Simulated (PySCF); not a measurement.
**ClH₃Sn, SMILES `Cl[SnH3]`: what the electrons do**

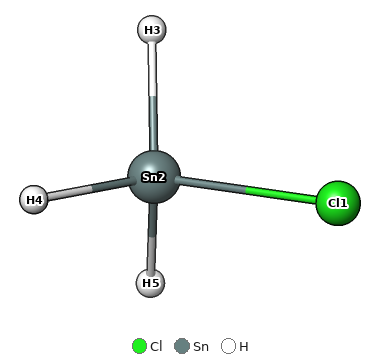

The molecule, with its atoms numbered as below. No frequency check shows the geometry to be a minimum.

Coordinates in Å:

```
Cl1     -1.7493    0.0000   -0.0001
Sn2      0.5315    0.0000    0.0000
H3       1.0534    1.3703    0.8081
H4       1.0562    0.0147   -1.5890
H5       1.0534   -1.3850    0.7826
```

## 1. Bonding charge

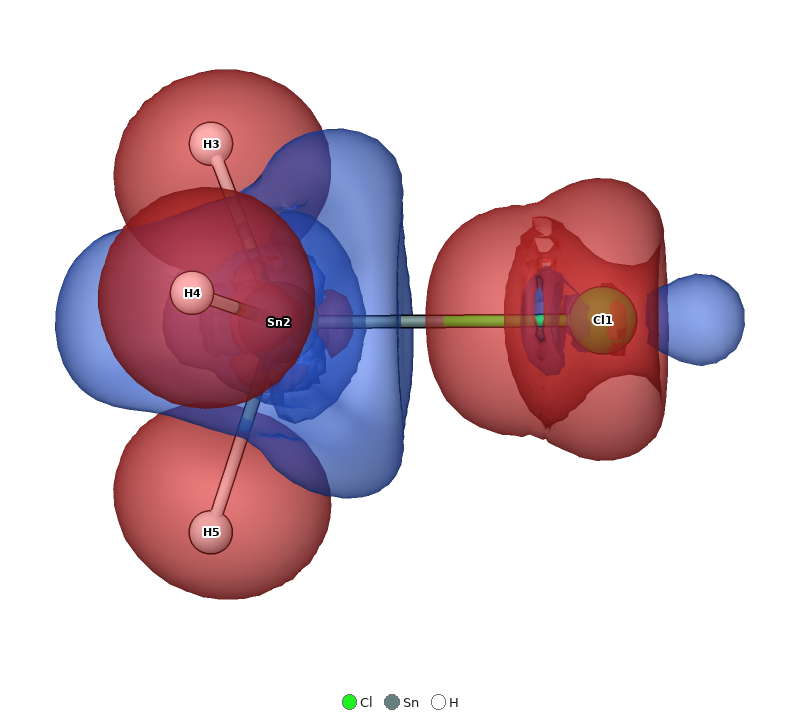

Deformation density (molecule less spherical, spin-averaged free atoms at the same positions), surfaces at ±0.04 e/Å³; red: gain, blue: loss.

PySCF calculation, PBE0/def2-TZVP, gas phase; geometry: GFN2-xTB. Core potentials replace the inner electrons of Sn; spin–orbit coupling isn't included.

Q: Describe the bonding that the map shows.

A: Sn2–H4, Sn2–H3 and Sn2–H5: +0.23 e/Å³ at the bond critical point (bond length 1.67 Å, Mayer order 0.9). Cl1–Sn2: +0.06 e/Å³ at the bond critical point (bond length 2.28 Å, Mayer order 1.0). In all, 1.1 electrons gather in the regions of gain relative to the promolecule. A small or negative value marks a very polar bond, one between electron-rich atoms, whose free-atom densities already overlap strongly, a long bond to a heavier atom, or a closed-shell contact such as a hydrogen bond.

Q: Where do the Hirshfeld charges lie?

A: The highest Hirshfeld charge is on Sn2 (+0.46 e), the lowest on Cl1 (−0.20 e).

```json
{"atom": "Cl1", "charge (e)": "−0.20"}
{"atom": "Sn2", "charge (e)": "+0.46"}
{"atom": "H3", "charge (e)": "−0.08"}
{"atom": "H4", "charge (e)": "−0.08"}
{"atom": "H5", "charge (e)": "−0.08"}
```

## 2. Bond critical points

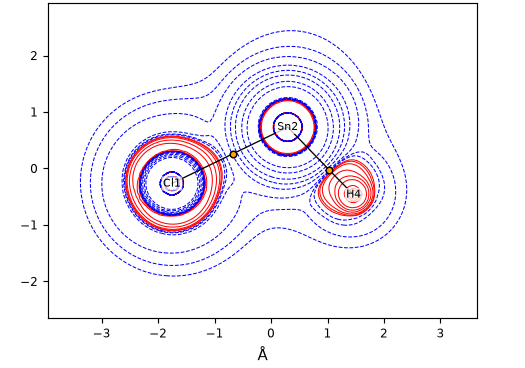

Negative Laplacian of the density (−∇²ρ) in the plane of Cl1, Sn2 and H4 (solid red lines positive, dashed blue lines negative, contours at ±0.02 to ±8 a.u.), with bond paths and bond critical points (dots).

Q: At which bond critical points in this plane is charge locally concentrated, and at which depleted?

A: At none is it concentrated. Depleted (∇²ρ > 0): Sn2–H4 (+0.08 a.u., H = −0.066); Cl1–Sn2 (+0.22 a.u., H = −0.035).

Q: Where along Sn2–H4 does the critical point lie?

A: 1.06 Å from Sn2 and 0.61 Å from H4.

## 3. Local ionisation energy

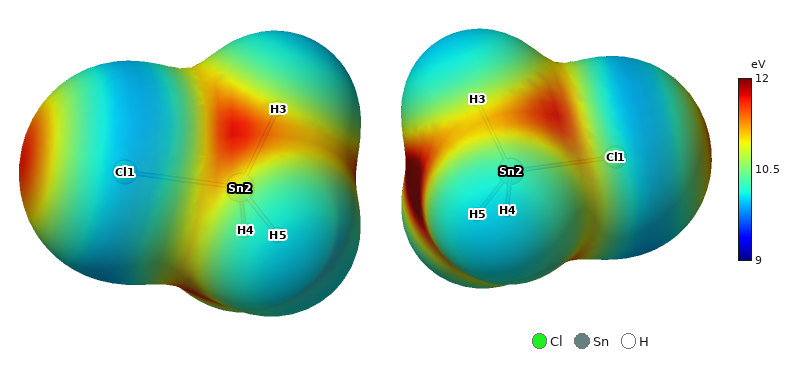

Average local ionisation energy on the surface of electron density 0.001 a.u. (back view left, front view right).

Q: Locate the minima of the map.

A: The lowest value is 9.9 eV, 2.1 Å from Cl1, and at like points elsewhere. Further minima include 10.0 eV, 1.5 Å from H3, and at like points elsewhere. For comparison, the highest occupied orbital lies at −8.7 eV.

## 4. In an electric field

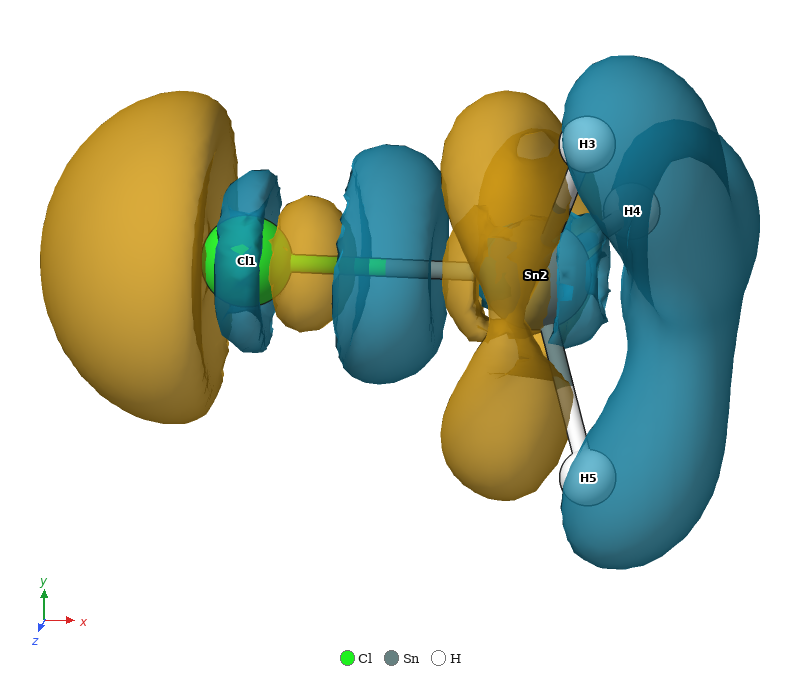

Change of the electron density in a uniform field of 0.21 V/Å, surfaces at ±0.0015 e/Å³ (yellow: gain, teal: loss).

Method: PBE0/def2-TZVP; geometry: GFN2-xTB; program: PySCF. Core potentials replace the inner electrons of Sn; spin–orbit coupling isn't included. A basis without diffuse functions makes polarisabilities too small.

Q: Along which Cartesian direction does the field point?

A: Along +x: electrons gather on the −x side, against the field.

Q: How large is the response?

A: The induced dipole is 0.58 D (along the field); α along this axis, from the fields in both directions, is 57 bohr³ (8.5 Å³).

Q: Which atoms gain and lose the most charge?

A: Electrons gather most on Cl1 (Hirshfeld charge changes by −0.024 e) and leave Sn2 most (+0.007 e); 0.047 electrons are displaced in all.
